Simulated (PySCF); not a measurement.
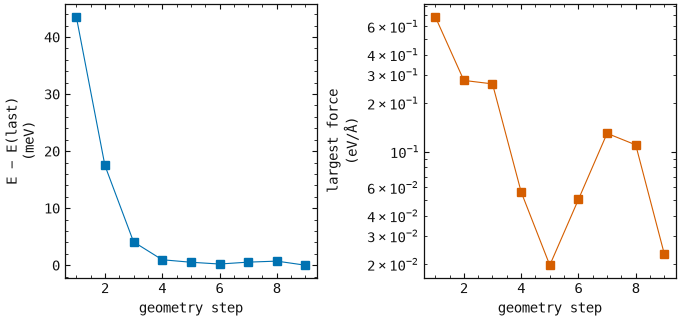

History of a geometry optimisation.

The run: C₂H₆O₃S (SMILES CCS(=O)(=O)O), by PBE0-D3(BJ)/def2-SVP, geometry optimisation in PySCF 2.14.0, density fitting.

How did the optimisation end?

Answer. The optimisation met its thresholds at geometry 9, counting the start as the first. The energy fell by about 44 meV from the first step to the last. The largest force goes from about 0.69 eV/Å at the start to 0.023 eV/Å at the end.
